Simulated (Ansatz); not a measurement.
## CH8OSSi: geometry relaxation

The run: geometry relaxation of CH8OSSi. Method and program: RKS LDA/def2-SVP (Ansatz 0.2.0).

The input holds or restrains some coordinates. Forces given for the steps count only the free coordinates. It belongs to a series of runs on one base structure; here: pulled along the bonds that form and break, towards end A. Figures and captions count atoms from 1; the log counts them from 0 in places.

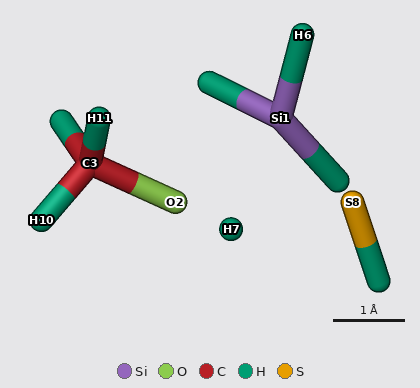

Figure 1. The starting structure (stick view, seen at a tilt; atoms are numbered from 1 in the order of the input).

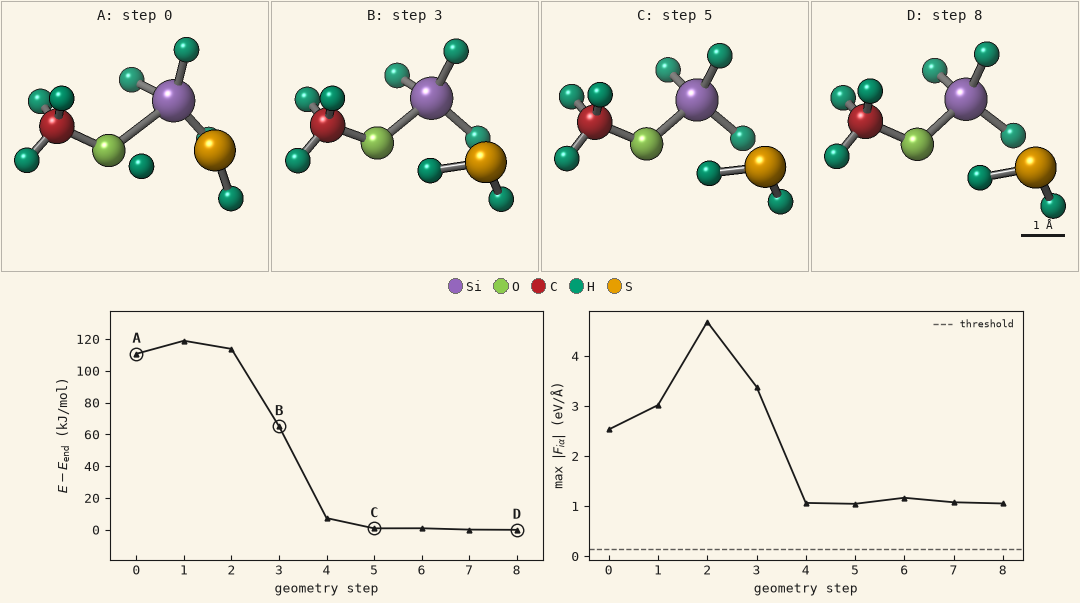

Figure 2. Frames of the restrained relaxation (ball-and-stick view, seen at a tilt) above the curves, on which the letters mark them (the first geometry is step 0 here and step 1 in the log).

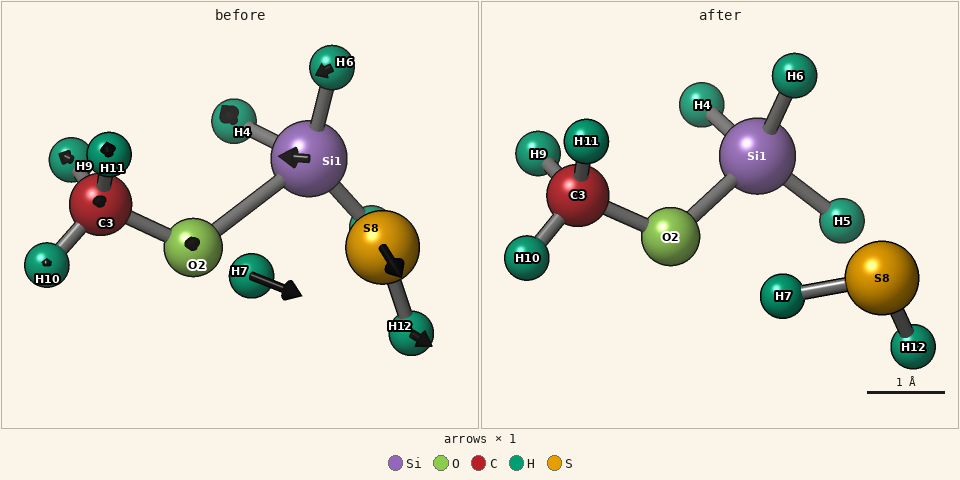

Figure 3. Before (left) and after (right) the restrained relaxation, at one scale (ball-and-stick view, seen at a tilt). The black arrows give the displacements, at true length. Over 8 geometry steps the energy falls by 110.8 kJ/mol. Largest force component: 2.5 eV/Å at the start, 1.1 eV/Å at the end. The atom that moves furthest after the best rigid fit is H7 (0.83 Å). Largest moves by element: H 0.83 Å, S 0.63 Å, Si 0.44 Å, O 0.22 Å, C 0.18 Å. Distances before and after: H7–S8 1.791 → 1.364 Å, Si1–O2 2.066 → 1.729 Å, Si1–H6 1.454 → 1.505 Å, Si1–H5 1.450 → 1.495 Å. New bonds form: H7–S8 (1.79 → 1.36 Å). Among the angles that change: H5–Si1–H6 132.9° → 112.4°, O2–Si1–H4 86.9° → 106.3°, H4–Si1–H5 103.2° → 110.4°. (Atoms are counted from 1 in the order of the input.)

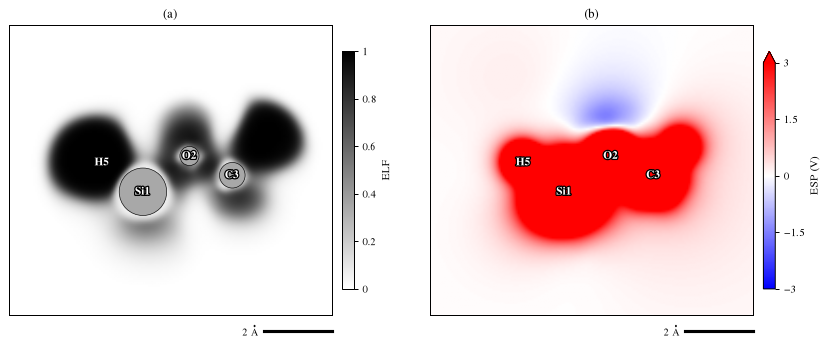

Figure 4. (a) ELF; (b) molecular electrostatic potential on the plane of atoms O2, Si1 and H5. Grey discs, where drawn, cover atomic cores. The section cuts through Si, O, C and H sites. C–O (1.40 Å): the ELF peaks at about 0.90 between the atoms (a shared but strongly polarised pair). Si–O (1.73 Å): the ELF peaks at about 0.90 between the atoms (a polar covalent bond). Si–H (1.50 Å): the ELF climbs to about 1 towards the hydrogen, as it does in any bond to H.

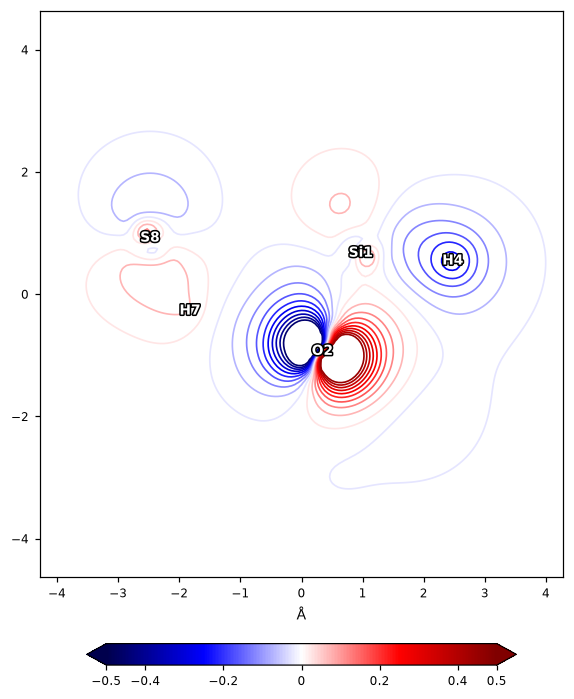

Figure 5. The HOMO−1 on the plane of atoms O2, Si1 and H4 (values in Å⁻³ᐟ²; the overall sign is arbitrary). By Hirshfeld shares it lies mainly on O2 (55 %), C3 (10 %) and Si1 (10 %). Its energy is −6.51 eV.

These pictures come from the run below.

### Input file
```yaml
crystal:
  periodic: [false, false, false]
  atoms:
    - { symbol: Si, position_ang: [-0.1294, 0.9861, 1.0057] }
    - { symbol: O, position_ang: [-0.086, -0.0691, -0.7696] }
    - { symbol: C, position_ang: [-0.9744, -1.119, -1.0002] }
    - { symbol: H, position_ang: [-1.5734, 1.2107, 0.7438] }
    - { symbol: H, position_ang: [0.4677, 2.2706, 0.6967] }
    - { symbol: H, position_ang: [-0.1489, 0.1667, 2.2072] }
    - { symbol: H, position_ang: [1.1258, -0.3916, -0.5439] }
    - { symbol: S, position_ang: [2.2187, 0.073, 0.7964] }
    - { symbol: H, position_ang: [-1.9888, -0.7613, -0.8209] }
    - { symbol: H, position_ang: [-0.8822, -1.4419, -2.0391] }
    - { symbol: H, position_ang: [-0.7758, -1.9671, -0.339] }
    - { symbol: H, position_ang: [2.7466, 1.0429, 0.0629] }
basis:
  gaussian: { orbitals: def2-SVP }
hamiltonian:
  xc: lda
relax:
  f_tol: 0.15
  max_steps: 25
  restrain:
    - { distance: [0, 7], at: 3.46, k: 30.0 }
    - { distance: [6, 1], at: 2.27, k: 30.0 }
    - { distance: [0, 1], at: 1.77, k: 30.0 }
    - { distance: [6, 7], at: 1.36, k: 30.0 }
output:
  orbitals: {}
```

Command:
```bash
ansatz run input.yaml --threads 2 --pin off --max-ram 3072MiB --backend cpu --events-out ev --progress --plain --runs-dir out
```

### Output
```
The last accepted step is kept in [file] (removed where the run ends without a failure and the disk answers)
Engine: ansatz 0.2.0, x86_64-unknown-linux-gnu
Functional definition: SPW92
  exchange = slater_x
  correlation = pw_c
1166 factors; their error is unknown
mean field evaluation 1: about -21816.8370 eV, gradient 5.0e1 eV
mean field evaluation 2: about -21797.4165 eV, gradient 1.1e2 eV
mean field evaluation 4: about -21822.6787 eV, gradient 6.2e0 eV
mean field evaluation 8: about -21822.7706 eV, gradient 1.7e-1 eV
mean field evaluation 16: about -21822.7034 eV, gradient 8.5e-5 eV
mean field -21822.70341311 eV, -801.9695584723 hartree, gradient 3.0e-5 eV, S^2 0.000000; 0 other end points of the search recorded, 0 dependent functions left out
the calculation of the forces begins
reference -21822.70344670 eV, -801.9695597066 hartree; 26, 26 occupied and 78, 78 virtual orbitals, 1166 factors
relax step   1: F+E_penalty+E_count = -21822.70341311 eV  Δ(F+E_penalty+E_count) = +0.000e0 eV  max|allowed force component| = 2.532e0 eV/Å  E_restraint = 31.99800992 eV  max|allowed force component, restraints' pulls added| = 3.504e1 eV/Å  Δτ_max = 0.0000 Å  (27 SCF iters, accepted)
  distance Si 0 - S 7 = 2.5281 Å
  distance H 6 - O 1 = 1.2741 Å
  distance Si 0 - O 1 = 2.0657 Å
  distance H 6 - S 7 = 1.7907 Å
these checks for a lower state are left out or cut short: starts, cluster_reference, orbital_swaps, neighbouring_geometries, increment
1166 factors; their error is unknown
mean field -21822.61847753 eV, -801.9664371471 hartree, gradient 1.5e-5 eV, S^2 0.000000; 0 other end points of the search recorded, 0 dependent functions left out
[... from here on the field's lines of each further geometry are left out, up to the last ...]
relax step   2: F+E_penalty+E_count = -21822.61847753 eV  Δ(F+E_penalty+E_count) = +8.494e-2 eV  max|allowed force component| = 3.020e0 eV/Å  E_restraint = 15.04389142 eV  max|allowed force component, restraints' pulls added| = 2.518e1 eV/Å  Δτ_max = 0.1948 Å  (33 SCF iters, accepted)
relax step   3: F+E_penalty+E_count = -21822.67145855 eV  Δ(F+E_penalty+E_count) = -5.298e-2 eV  max|allowed force component| = 4.683e0 eV/Å  E_restraint = 5.24277504 eV  max|allowed force component, restraints' pulls added| = 1.366e1 eV/Å  Δτ_max = 0.1949 Å  (32 SCF iters, accepted)
relax step   4: F+E_penalty+E_count = -21823.17599274 eV  Δ(F+E_penalty+E_count) = -5.045e-1 eV  max|allowed force component| = 3.386e0 eV/Å  E_restraint = 0.59114719 eV  max|allowed force component, restraints' pulls added| = 4.459e0 eV/Å  Δτ_max = 0.1947 Å  (34 SCF iters, accepted)
relax step   5: F+E_penalty+E_count = -21823.77481334 eV  Δ(F+E_penalty+E_count) = -5.988e-1 eV  max|allowed force component| = 1.065e0 eV/Å  E_restraint = 0.02720011 eV  max|allowed force component, restraints' pulls added| = 8.184e-1 eV/Å  Δτ_max = 0.1936 Å  (28 SCF iters, accepted)
relax step   6: F+E_penalty+E_count = -21823.84178149 eV  Δ(F+E_penalty+E_count) = -6.697e-2 eV  max|allowed force component| = 1.047e0 eV/Å  E_restraint = 0.03067422 eV  max|allowed force component, restraints' pulls added| = 4.010e-1 eV/Å  Δτ_max = 0.1765 Å  (27 SCF iters, accepted)
relax step   7: F+E_penalty+E_count = -21823.84132037 eV  Δ(F+E_penalty+E_count) = +4.611e-4 eV  max|allowed force component| = 1.168e0 eV/Å  E_restraint = 0.02495847 eV  max|allowed force component, restraints' pulls added| = 3.078e-1 eV/Å  Δτ_max = 0.1199 Å  (27 SCF iters, accepted)
relax step   8: F+E_penalty+E_count = -21823.85003592 eV  Δ(F+E_penalty+E_count) = -8.716e-3 eV  max|allowed force component| = 1.078e0 eV/Å  E_restraint = 0.02854741 eV  max|allowed force component, restraints' pulls added| = 2.566e-1 eV/Å  Δτ_max = 0.2000 Å  (27 SCF iters, accepted)
the calculation of the forces begins
reference -21823.85158033 eV, -802.0117528393 hartree; 26, 26 occupied and 78, 78 virtual orbitals, 1166 factors
relax step   9: F+E_penalty+E_count = -21823.85154615 eV  Δ(F+E_penalty+E_count) = -1.510e-3 eV  max|allowed force component| = 1.054e0 eV/Å  E_restraint = 0.02608339 eV  max|allowed force component, restraints' pulls added| = 2.873e-2 eV/Å  Δτ_max = 0.0744 Å  (28 SCF iters, accepted)
  distance Si 0 - S 7 = 3.4610 Å
  distance H 6 - O 1 = 2.2635 Å
  distance Si 0 - O 1 = 1.7290 Å
  distance H 6 - S 7 = 1.3637 Å
1166 factors; their error is unknown
mean field evaluation 96: about -21823.8515 eV, gradient 2.3e-5 eV
mean field -21823.85154615 eV, -802.0117515832 hartree, gradient 1.5e-5 eV, S^2 0.000000; 1 other end points of the search recorded, 0 dependent functions left out
the calculation of the forces begins
reference -21823.85158033 eV, -802.0117528393 hartree; 26, 26 occupied and 78, 78 virtual orbitals, 1166 factors
Total energy: -21823.85158033 eV, -802.0117528393 hartree
Atom 0 at    -0.495649     0.908716     0.776430 Å, force     0.120824    -0.656104    -1.013744 eV/Å
Atom 1 at    -0.273899     0.015345    -0.687172 Å, force     0.023922     0.599669     1.054181 eV/Å
Atom 2 at    -1.134619    -1.054954    -0.937267 Å, force     0.025752     0.011960     0.003229 eV/Å
Atom 3 at    -1.945527     1.336885     0.796631 Å, force    -0.001121     0.004354    -0.002988 eV/Å
Atom 4 at     0.400383     2.103860     0.704475 Å, force     0.012680     0.012442    -0.010825 eV/Å
Atom 5 at    -0.226200     0.060661     1.990654 Å, force     0.002482     0.003755     0.001805 eV/Å
Atom 6 at     1.929472    -0.359088    -0.329100 Å, force    -0.269766     0.000809    -0.107392 eV/Å
Atom 7 at     2.823909    -0.063206     0.656841 Å, force     0.094271     0.024708     0.074871 eV/Å
Atom 8 at    -2.212117    -0.761279    -0.867814 Å, force    -0.010651     0.002362    -0.003103 eV/Å
Atom 9 at    -0.957166    -1.432458    -1.968537 Å, force    -0.002104    -0.001432     0.003440 eV/Å
Atom 10 at    -0.976115    -1.910380    -0.233102 Å, force     0.000823    -0.002310    -0.002438 eV/Å
Atom 11 at     3.067429     1.155898     0.097961 Å, force     0.002889    -0.000212     0.002964 eV/Å
Dipole moment:    -0.216936     0.009468    -0.113776 e Å
```

### Trajectory as extended XYZ (Å, eV, eV/Å), 9 frames, from step=1 to step=9
```
12
Properties=species:S:1:pos:R:3:forces:R:3 step=1 energy=-21822.70341
Si   -0.1294    0.9861    1.0057    0.3182  -1.5047  -2.5325
O    -0.0860   -0.0691   -0.7696    1.9300   0.6247   1.5721
C    -0.9744   -1.1190   -1.0002    0.3803   0.4584   0.1915
H    -1.5734    1.2107    0.7438   -0.7463   0.0348  -0.1752
H     0.4677    2.2706    0.6967    0.3178   1.0083   0.2796
H    -0.1489    0.1667    2.2072    0.0426  -0.2436   0.9706
H     1.1258   -0.3916   -0.5439   -1.2621   0.7691   0.5229
S     2.2187    0.0730    0.7964   -0.5743  -1.2102  -0.0598
H    -1.9888   -0.7613   -0.8209   -0.7560   0.1574   0.0701
H    -0.8822   -1.4419   -2.0391   -0.0529  -0.2427  -0.6466
H    -0.7758   -1.9671   -0.3390    0.0435  -0.6631   0.4105
H     2.7466    1.0429    0.0629    0.3593   0.8116  -0.6031
12
Properties=species:S:1:pos:R:3:forces:R:3 step=2 energy=-21822.61848
Si   -0.2675    1.0084    0.9648    2.3971  -2.3793  -2.2075
O    -0.1955    0.0001   -0.7340    2.0971   0.8737   1.7602
C    -0.9818   -1.1160   -0.9979   -0.1826   0.9528   0.6367
H    -1.6100    1.2160    0.7369   -3.0201   0.6700  -0.2358
H     0.4644    2.2744    0.6996    0.0768   0.1591   0.2450
H    -0.1516    0.1702    2.2065    0.0657   0.2206   0.0660
H     1.2995   -0.3993   -0.4559    0.2239   0.9147   1.2316
S     2.3466   -0.0304    0.7242   -1.0201  -1.1236  -0.8706
H    -1.9995   -0.7647   -0.8213   -1.1042  -0.3797  -0.0637
H    -0.8814   -1.4411   -2.0431    0.1115  -0.0080  -0.4325
H    -0.7744   -1.9702   -0.3355    0.1184  -0.4797   0.3047
H     2.7512    1.0526    0.0555    0.2364   0.5793  -0.4342
12
Properties=species:S:1:pos:R:3:forces:R:3 step=3 energy=-21822.67146
Si   -0.3688    1.0152    0.9229    4.1347  -2.6942  -1.8540
O    -0.3078    0.0706   -0.7058    2.3708   0.9889   1.7483
C    -0.9905   -1.1056   -0.9900   -0.5444   1.0111   0.6317
H    -1.6604    1.2288    0.7350   -4.6832   1.1693  -0.1341
H     0.4633    2.2684    0.7020   -0.2307  -0.3723   0.1965
H    -0.1504    0.1761    2.1998   -0.0198   0.4697  -0.5082
H     1.4805   -0.4211   -0.3872    0.4578   0.5842   0.9239
S     2.4485   -0.1058    0.6704   -0.6525  -0.6365  -0.8063
H    -2.0164   -0.7741   -0.8229   -1.3410  -0.8031  -0.1458
H    -0.8788   -1.4376   -2.0437    0.2051   0.2262  -0.1117
H    -0.7720   -1.9722   -0.3328    0.2039  -0.1763   0.2325
H     2.7526    1.0572    0.0522    0.0992   0.2329  -0.1728
12
Properties=species:S:1:pos:R:3:forces:R:3 step=4 energy=-21823.17599
Si   -0.4565    1.0077    0.8708    3.2498  -1.9072  -1.3240
O    -0.3781    0.1373   -0.6735    1.9155   0.1876   1.1868
C    -1.0076   -1.0754   -0.9710   -0.5165   0.7112   0.3025
H    -1.7858    1.2714    0.7481   -3.3864   1.0661   0.2823
H     0.4494    2.2427    0.7061   -0.4423  -0.5516   0.1105
H    -0.1520    0.1952    2.1702   -0.1362   0.4405  -0.7605
H     1.6643   -0.4583   -0.3346   -0.3083   0.0184  -0.0801
S     2.6076   -0.1889    0.6192    0.1436   0.3361  -0.1507
H    -2.0635   -0.8076   -0.8282   -0.9701  -0.7948  -0.1433
H    -0.8686   -1.4186   -2.0321    0.1909   0.4715   0.2382
H    -0.7640   -1.9626   -0.3292    0.1892   0.2737   0.1582
H     2.7548    1.0570    0.0542    0.0707  -0.2516   0.1799
12
Properties=species:S:1:pos:R:3:forces:R:3 step=5 energy=-21823.77481
Si   -0.5077    0.9881    0.8218    0.9259  -0.8330  -1.0655
O    -0.3416    0.1243   -0.6669    0.4555   0.1927   1.0079
C    -1.0457   -1.0498   -0.9531    0.0051   0.1896  -0.0175
H    -1.9187    1.3761    0.8422   -0.8184   0.3072   0.1525
H     0.4001    2.1896    0.7040   -0.1610  -0.1469  -0.0230
H    -0.1682    0.2094    2.0818   -0.0798   0.0116  -0.2604
H     1.7958   -0.5253   -0.3342   -0.3573   0.0010  -0.1991
S     2.7293   -0.2066    0.5982    0.2082   0.3630   0.0419
H    -2.1423   -0.8720   -0.8477   -0.1194  -0.2256  -0.0351
H    -0.8434   -1.3717   -2.0078   -0.0559   0.2236   0.1912
H    -0.7594   -1.9247   -0.3100   -0.0315   0.1899   0.0715
H     2.8017    1.0624    0.0717    0.0286  -0.2730   0.1354
12
Properties=species:S:1:pos:R:3:forces:R:3 step=6 energy=-21823.84178
Si   -0.4764    0.9334    0.7785   -0.0026  -0.6194  -1.0449
O    -0.3165    0.0419   -0.6920    0.0653   0.4506   1.0474
C    -1.1295   -1.0655   -0.9601    0.1531   0.0448   0.0325
H    -1.9158    1.3817    0.8578   -0.0378   0.0112  -0.0007
H     0.4228    2.1237    0.6441    0.0071  -0.0210  -0.0005
H    -0.1633    0.1160    2.0024    0.0156  -0.0319  -0.0229
H     1.8720   -0.4057   -0.2593   -0.2425  -0.0152  -0.1118
S     2.8345   -0.1053    0.6608    0.0469   0.1368  -0.0146
H    -2.2212   -0.8379   -0.8577    0.0488   0.0158   0.0125
H    -0.9498   -1.3934   -2.0108   -0.0448   0.0304   0.0797
H    -0.8984   -1.9399   -0.2966   -0.0448   0.0837  -0.0315
H     2.9415    1.1511    0.1328    0.0357  -0.0856   0.0547
12
Properties=species:S:1:pos:R:3:forces:R:3 step=7 energy=-21823.84132
Si   -0.5030    0.9470    0.7994    0.0922  -0.7434  -1.1683
O    -0.2808    0.0476   -0.6631   -0.0566   0.5779   1.0327
C    -1.0954   -1.0531   -0.9406    0.0582   0.1154   0.0927
H    -1.9565    1.3802    0.8354    0.0834  -0.0267  -0.0040
H     0.3960    2.1364    0.6831    0.0043   0.0341   0.0328
H    -0.2057    0.1122    2.0138   -0.0149   0.0073   0.0406
H     1.9045   -0.4586   -0.3619   -0.1457   0.1119   0.0429
S     2.7839   -0.1184    0.6333    0.0044  -0.0656  -0.0123
H    -2.1856   -0.8136   -0.8614   -0.0019   0.0087  -0.0001
H    -0.9015   -1.3888   -1.9825   -0.0139  -0.0284  -0.0147
H    -0.8922   -1.9182   -0.2604   -0.0107  -0.0111  -0.0107
H     2.9363    1.1273    0.1049    0.0012   0.0199  -0.0315
12
Properties=species:S:1:pos:R:3:forces:R:3 step=8 energy=-21823.85004
Si   -0.5101    0.8925    0.7790    0.1768  -0.3909  -1.0072
O    -0.2699    0.0151   -0.6887   -0.0012   0.5644   1.0784
C    -1.1336   -1.0518   -0.9332   -0.0542  -0.1094  -0.0767
H    -1.9526    1.3486    0.7819    0.0010  -0.0459  -0.0128
H     0.3962    2.0821    0.7284    0.0048  -0.0014  -0.0037
H    -0.2682    0.0502    1.9992    0.0141  -0.0711   0.0153
H     1.9386   -0.3395   -0.3308   -0.2857  -0.0186  -0.1188
S     2.8209   -0.0417    0.6639    0.1518   0.1642   0.0086
H    -2.2119   -0.7563   -0.8630    0.0256  -0.0037   0.0102
H    -0.9650   -1.4374   -1.9636    0.0154   0.0295   0.0042
H    -0.9742   -1.9093   -0.2311   -0.0085   0.0178   0.0128
H     3.1297    1.1474    0.0581   -0.0400  -0.1350   0.0896
12
Properties=species:S:1:pos:R:3:forces:R:3 step=9 energy=-21823.85155
Si   -0.4956    0.9087    0.7764    0.1208  -0.6561  -1.0137
O    -0.2739    0.0153   -0.6872    0.0239   0.5997   1.0542
C    -1.1346   -1.0550   -0.9373    0.0258   0.0120   0.0032
H    -1.9455    1.3369    0.7966   -0.0011   0.0044  -0.0030
H     0.4004    2.1039    0.7045    0.0127   0.0124  -0.0108
H    -0.2262    0.0607    1.9907    0.0025   0.0038   0.0018
H     1.9295   -0.3591   -0.3291   -0.2698   0.0008  -0.1074
S     2.8239   -0.0632    0.6568    0.0943   0.0247   0.0749
H    -2.2121   -0.7613   -0.8678   -0.0107   0.0024  -0.0031
H    -0.9572   -1.4325   -1.9685   -0.0021  -0.0014   0.0034
H    -0.9761   -1.9104   -0.2331    0.0008  -0.0023  -0.0024
H     3.0674    1.1559    0.0980    0.0029  -0.0002   0.0030
```

### Summary

- outcome: converged under the restraints of the input
- total energy: −21823.8516 eV
- mean-field energy: −21823.8516 eV
- largest force (length of the vector) at the end, held atoms and coordinates included: 1.214 eV/Å
- hardware: 2 threads of AMD EPYC (Zen 5), 16 GiB of memory available, shared host
- wall time: 4.9 s (CPU time 9.1 s)
- peak memory: 0.17 GiB
